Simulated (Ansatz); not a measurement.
# Geometry relaxation, with input and output: HfO3 (charge −1) (part 2 of 2)

HfO3, charge −1, multiplicity 4; UKS r2SCAN-D4/def2-TZVPD (Ansatz 0.2.0). The geometry: r2SCAN-D4/def2-TZVPD start.

Geometry of the input (Å):
```
Hf -0.0251  -0.0255  0.0253
O  0.8087  -1.4902  0.8584
O  1.0590  1.0894  -1.0756
O  -1.8426  0.4263  0.1919
```

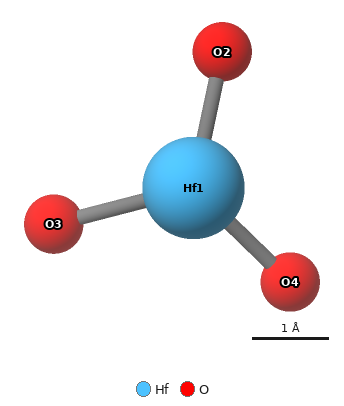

*The geometry at step 23 of the log (ball-and-stick view, seen on its broad side; atoms are numbered from 1 in the order of the input).*

### Trajectory as extended XYZ, continued
```
4
Properties=species:S:1:pos:R:3:forces:R:3 step=5 energy=-7449.11164
Hf   -0.0521   -0.0414    0.0879    0.0116   0.0216   0.0152
O     0.8426   -1.5262    0.8596   -0.0217   0.0061  -0.0108
O     1.0939    1.1222   -1.1212   -0.0053  -0.0076  -0.0025
O    -1.8844    0.4454    0.1737    0.0154  -0.0201  -0.0019
4
Properties=species:S:1:pos:R:3:forces:R:3 step=6 energy=-7449.11359
Hf   -0.0432   -0.0201    0.1138    0.0136   0.0308   0.0347
O     0.8356   -1.5330    0.8508   -0.0356   0.0265  -0.0313
O     1.0933    1.1184   -1.1307   -0.0216  -0.0268   0.0081
O    -1.8858    0.4347    0.1661    0.0436  -0.0305  -0.0115
4
Properties=species:S:1:pos:R:3:forces:R:3 step=7 energy=-7449.11513
Hf   -0.0386   -0.0095    0.1263    0.0200   0.0434   0.0453
O     0.8307   -1.5347    0.8456   -0.0177  -0.0015  -0.0237
O     1.0922    1.1157   -1.1345   -0.0132  -0.0198  -0.0051
O    -1.8843    0.4286    0.1626    0.0109  -0.0220  -0.0166
4
Properties=species:S:1:pos:R:3:forces:R:3 step=8 energy=-7449.12103
Hf   -0.0254    0.0251    0.1730   -0.0049   0.0154   0.0649
O     0.8249   -1.5452    0.8279   -0.0969   0.1171  -0.0835
O     1.0873    1.1046   -1.1466   -0.0567  -0.0650   0.0378
O    -1.8867    0.4156    0.1457    0.1585  -0.0675  -0.0193
4
Properties=species:S:1:pos:R:3:forces:R:3 step=9 energy=-7449.12651
Hf   -0.0184    0.0420    0.1942    0.0300   0.0662   0.0711
O     0.8154   -1.5446    0.8175   -0.0458   0.0275  -0.0534
O     1.0834    1.0979   -1.1510   -0.0382  -0.0491   0.0106
O    -1.8804    0.4048    0.1393    0.0540  -0.0446  -0.0283
4
Properties=species:S:1:pos:R:3:forces:R:3 step=10 energy=-7449.15147
Hf    0.0245    0.1554    0.3496   -0.0390  -0.1456  -0.2565
O     0.7787   -1.5532    0.7454   -0.2608   0.4249  -0.1060
O     1.0526    1.0459   -1.1775   -0.1876  -0.1620   0.2801
O    -1.8558    0.3518    0.0826    0.4875  -0.1172   0.0824
4
Properties=species:S:1:pos:R:3:forces:R:3 step=11 energy=-7449.16636
Hf    0.0516    0.2108    0.4004    0.0085  -0.0928  -0.2845
O     0.7256   -1.5352    0.7129   -0.1048   0.1937  -0.0023
O     1.0384    1.0224   -1.1873   -0.1050  -0.0711   0.2121
O    -1.8156    0.3021    0.0740    0.2013  -0.0298   0.0747
4
Properties=species:S:1:pos:R:3:forces:R:3 step=12 energy=-7449.16895
Hf    0.0561    0.2025    0.3592    0.0518   0.1100   0.1310
O     0.7018   -1.5304    0.7308    0.0772  -0.1508   0.0083
O     1.0529    1.0418   -1.1891    0.0360   0.0196  -0.0872
O    -1.8107    0.2861    0.0991   -0.1650   0.0212  -0.0521
4
Properties=species:S:1:pos:R:3:forces:R:3 step=13 energy=-7449.17110
Hf    0.0550    0.2067    0.3759   -0.0005  -0.0072   0.0074
O     0.7129   -1.5324    0.7229   -0.0017   0.0071  -0.0030
O     1.0451    1.0320   -1.1866    0.0005  -0.0003  -0.0028
O    -1.8130    0.2937    0.0877    0.0017   0.0005  -0.0015
4
Properties=species:S:1:pos:R:3:forces:R:3 step=14 energy=-7449.17111
Hf    0.0550    0.2072    0.3773    0.0044  -0.0052   0.0014
O     0.7131   -1.5321    0.7221   -0.0019   0.0053  -0.0012
O     1.0445    1.0310   -1.1864   -0.0001  -0.0002   0.0002
O    -1.8126    0.2938    0.0871   -0.0024   0.0002  -0.0004
4
Properties=species:S:1:pos:R:3:forces:R:3 step=15 energy=-7449.17111
Hf    0.0550    0.2072    0.3775    0.0078  -0.0052   0.0012
O     0.7132   -1.5319    0.7219   -0.0019   0.0050  -0.0009
O     1.0444    1.0308   -1.1864    0.0000  -0.0001   0.0004
O    -1.8126    0.2938    0.0870   -0.0059   0.0002  -0.0007
4
Properties=species:S:1:pos:R:3:forces:R:3 step=16 energy=-7449.14857 accepted=F
Hf    0.0604    0.2143    0.4471    0.4674   0.8638  -0.3095
O     0.7260   -1.4674    0.6561    0.2323  -0.8305   0.1753
O     1.0339    0.9573   -1.1678   -0.0252   0.0091   0.1692
O    -1.8204    0.2958    0.0646   -0.6745  -0.0424  -0.0350
4
Properties=species:S:1:pos:R:3:forces:R:3 step=17 energy=-7449.17112
Hf    0.0551    0.2073    0.3781    0.0174  -0.0062   0.0014
O     0.7133   -1.5313    0.7213   -0.0023   0.0053  -0.0004
O     1.0443    1.0301   -1.1862    0.0006   0.0005   0.0004
O    -1.8127    0.2938    0.0868   -0.0156   0.0004  -0.0014
4
Properties=species:S:1:pos:R:3:forces:R:3 step=18 energy=-7449.17113
Hf    0.0552    0.2074    0.3788    0.0289  -0.0074   0.0015
O     0.7134   -1.5306    0.7206   -0.0029   0.0058   0.0001
O     1.0443    1.0294   -1.1860    0.0011   0.0010   0.0008
O    -1.8128    0.2938    0.0866   -0.0271   0.0006  -0.0023
4
Properties=species:S:1:pos:R:3:forces:R:3 step=19 energy=-7449.17114
Hf    0.0553    0.2075    0.3796    0.0433  -0.0089   0.0014
O     0.7135   -1.5298    0.7198   -0.0036   0.0065   0.0007
O     1.0442    1.0285   -1.1857    0.0016   0.0015   0.0014
O    -1.8130    0.2938    0.0864   -0.0412   0.0009  -0.0035
4
Properties=species:S:1:pos:R:3:forces:R:3 step=20 energy=-7449.17117
Hf    0.0555    0.2077    0.3806    0.0613  -0.0105   0.0012
O     0.7136   -1.5287    0.7187   -0.0046   0.0074   0.0014
O     1.0442    1.0273   -1.1854    0.0022   0.0020   0.0023
O    -1.8133    0.2937    0.0861   -0.0588   0.0011  -0.0049
4
Properties=species:S:1:pos:R:3:forces:R:3 step=21 energy=-7449.17121
Hf    0.0557    0.2078    0.3819    0.0839  -0.0121   0.0009
O     0.7138   -1.5274    0.7174   -0.0058   0.0082   0.0023
O     1.0442    1.0259   -1.1851    0.0028   0.0025   0.0036
O    -1.8136    0.2936    0.0858   -0.0808   0.0013  -0.0067
4
Properties=species:S:1:pos:R:3:forces:R:3 step=22 energy=-7449.17129
Hf    0.0560    0.2081    0.3834    0.1119  -0.0133   0.0001
O     0.7140   -1.5257    0.7158   -0.0073   0.0087   0.0035
O     1.0442    1.0241   -1.1846    0.0034   0.0031   0.0054
O    -1.8141    0.2935    0.0854   -0.1080   0.0015  -0.0090
4
Properties=species:S:1:pos:R:3:forces:R:3 step=23 energy=-7449.17142
Hf    0.0564    0.2084    0.3853    0.1458  -0.0134  -0.0013
O     0.7142   -1.5236    0.7137   -0.0088   0.0083   0.0052
O     1.0442    1.0219   -1.1840    0.0039   0.0037   0.0079
O    -1.8147    0.2933    0.0850   -0.1409   0.0014  -0.0118
4
Properties=species:S:1:pos:R:3:forces:R:3 step=24 energy=-7449.17163
Hf    0.0569    0.2089    0.3876    0.1851  -0.0114  -0.0037
O     0.7144   -1.5211    0.7113   -0.0102   0.0062   0.0074
O     1.0443    1.0192   -1.1833    0.0044   0.0042   0.0113
O    -1.8155    0.2930    0.0845   -0.1792   0.0011  -0.0150
4
Properties=species:S:1:pos:R:3:forces:R:3 step=25 energy=-7449.17197
Hf    0.0576    0.2094    0.3901    0.2283  -0.0064  -0.0072
O     0.7145   -1.5181    0.7084   -0.0114   0.0017   0.0102
O     1.0446    1.0162   -1.1825    0.0046   0.0044   0.0156
O    -1.8166    0.2925    0.0840   -0.2215   0.0002  -0.0186
4
Properties=species:S:1:pos:R:3:forces:R:3 step=26 energy=-7449.17247
Hf    0.0585    0.2102    0.3927    0.2730   0.0025  -0.0119
O     0.7144   -1.5148    0.7053   -0.0122  -0.0057   0.0135
O     1.0450    1.0128   -1.1816    0.0044   0.0044   0.0207
O    -1.8179    0.2918    0.0836   -0.2652  -0.0012  -0.0223
4
Properties=species:S:1:pos:R:3:forces:R:3 step=27 energy=-7449.17320
Hf    0.0597    0.2111    0.3954    0.3156   0.0151  -0.0175
O     0.7142   -1.5112    0.7019   -0.0124  -0.0159   0.0171
O     1.0458    1.0093   -1.1807    0.0040   0.0042   0.0264
O    -1.8196    0.2908    0.0834   -0.3072  -0.0033  -0.0259
4
Properties=species:S:1:pos:R:3:forces:R:3 step=28 energy=-7449.17422
Hf    0.0612    0.2122    0.3978    0.3530   0.0307  -0.0237
O     0.7136   -1.5074    0.6986   -0.0121  -0.0282   0.0207
O     1.0469    1.0058   -1.1798    0.0031   0.0037   0.0320
O    -1.8217    0.2894    0.0835   -0.3441  -0.0061  -0.0289
4
Properties=species:S:1:pos:R:3:forces:R:3 step=29 energy=-7449.17557
Hf    0.0629    0.2136    0.3998    0.3823   0.0478  -0.0299
O     0.7127   -1.5038    0.6953   -0.0115  -0.0413   0.0239
O     1.0485    1.0026   -1.1790    0.0021   0.0029   0.0373
O    -1.8241    0.2876    0.0839   -0.3729  -0.0094  -0.0312
4
Properties=species:S:1:pos:R:3:forces:R:3 step=30 energy=-7449.17725
Hf    0.0650    0.2152    0.4013    0.4019   0.0647  -0.0355
O     0.7113   -1.5002    0.6923   -0.0107  -0.0540   0.0264
O     1.0505    0.9997   -1.1783    0.0008   0.0021   0.0416
O    -1.8268    0.2854    0.0847   -0.3919  -0.0129  -0.0326
4
Properties=species:S:1:pos:R:3:forces:R:3 step=31 energy=-7449.17922
Hf    0.0673    0.2171    0.4023    0.4113   0.0797  -0.0401
O     0.7094   -1.4970    0.6896   -0.0100  -0.0648   0.0282
O     1.0530    0.9972   -1.1778   -0.0006   0.0013   0.0449
O    -1.8297    0.2827    0.0859   -0.4007  -0.0162  -0.0330
4
Properties=species:S:1:pos:R:3:forces:R:3 step=32 energy=-7449.18143
Hf    0.0698    0.2192    0.4028    0.4114   0.0919  -0.0437
O     0.7072   -1.4940    0.6872   -0.0093  -0.0731   0.0291
O     1.0558    0.9952   -1.1774   -0.0021   0.0003   0.0471
O    -1.8328    0.2796    0.0875   -0.3999  -0.0192  -0.0325
4
Properties=species:S:1:pos:R:3:forces:R:3 step=33 energy=-7449.18377
Hf    0.0725    0.2215    0.4028    0.4031   0.1009  -0.0463
O     0.7045   -1.4912    0.6851   -0.0087  -0.0788   0.0293
O     1.0589    0.9936   -1.1772   -0.0037  -0.0006   0.0483
O    -1.8359    0.2761    0.0893   -0.3908  -0.0215  -0.0313
4
Properties=species:S:1:pos:R:3:forces:R:3 step=34 energy=-7449.01259 accepted=F
Hf    0.1848    0.3173    0.3870   -2.1032   0.7997  -0.0591
O     0.5895   -1.4067    0.6220    0.5455  -1.2370   0.2009
O     1.1753    0.9534   -1.1735    0.1703   0.1121  -0.2657
O    -1.9495    0.1360    0.1645    1.3874   0.3252   0.1238
4
Properties=species:S:1:pos:R:3:forces:R:3 step=35 energy=-7449.18307 accepted=F
Hf    0.1061    0.2347    0.3938   -0.5438   0.5177  -0.1594
O     0.7075   -1.4568    0.6568    0.1286  -0.5106   0.0978
O     1.1020    0.9632   -1.1607    0.0147   0.0317  -0.0123
O    -1.9155    0.2589    0.1100    0.4006  -0.0388   0.0738
4
Properties=species:S:1:pos:R:3:forces:R:3 step=36 energy=-7449.19709
Hf    0.0905    0.2314    0.3804    0.2153  -0.2040   0.0182
O     0.6921   -1.4906    0.6886   -0.1093   0.2435  -0.0473
O     1.0842    1.0005   -1.1767   -0.0233  -0.0189   0.0375
O    -1.8668    0.2586    0.1077   -0.0827  -0.0206  -0.0084
4
Properties=species:S:1:pos:R:3:forces:R:3 step=37 energy=-7449.19640 accepted=F
Hf    0.1089    0.2398    0.3812   -0.2946   0.1895  -0.0200
O     0.6862   -1.4698    0.6717    0.0530  -0.2039   0.0364
O     1.0990    0.9833   -1.1679    0.0267   0.0258  -0.0458
O    -1.8941    0.2467    0.1150    0.2149  -0.0114   0.0294
4
Properties=species:S:1:pos:R:3:forces:R:3 step=38 energy=-7449.20040
Hf    0.1004    0.2367    0.3802    0.0454  -0.0110   0.0233
O     0.6817   -1.4814    0.6826   -0.0207   0.0216  -0.0086
O     1.0899    0.9963   -1.1748    0.0057   0.0020  -0.0105
O    -1.8720    0.2484    0.1120   -0.0304  -0.0127  -0.0042
4
Properties=species:S:1:pos:R:3:forces:R:3 step=39 energy=-7449.20072
Hf    0.1042    0.2458    0.3841   -0.0022  -0.0233   0.0010
O     0.6733   -1.4770    0.6766   -0.0096   0.0225  -0.0026
O     1.0948    0.9925   -1.1755   -0.0001   0.0017  -0.0004
O    -1.8723    0.2387    0.1148    0.0119  -0.0009   0.0020
4
Properties=species:S:1:pos:R:3:forces:R:3 step=40 energy=-7449.20074
Hf    0.1044    0.2455    0.3834   -0.0011  -0.0005   0.0055
O     0.6718   -1.4767    0.6771    0.0001  -0.0017   0.0002
O     1.0954    0.9935   -1.1760    0.0014   0.0021  -0.0045
O    -1.8715    0.2377    0.1155   -0.0003   0.0001  -0.0012
```

### Summary

| quantity | value |
| --- | --- |
| outcome | converged |
| total energy | −7449.2008 eV |
| mean-field energy | −7449.1788 eV |
| dispersion energy | −0.0219 eV |
| ⟨S²⟩ | 3.772 |
| HOMO (either spin) | 0.55 eV |
| LUMO (either spin) | −1.02 eV |
| largest force (length of the vector) at the end | 0.006 eV/Å |
| hardware | 4 threads of Arm Neoverse V2, 23 GiB of memory available, shared host |
| wall time | 2.6 min (CPU time 9.9 min) |
| peak memory | 0.31 GiB |

### Remarks

The highest filled orbital lies above zero: either the extra electron isn't bound at this level, or the self-interaction error of the functional lifts the level.
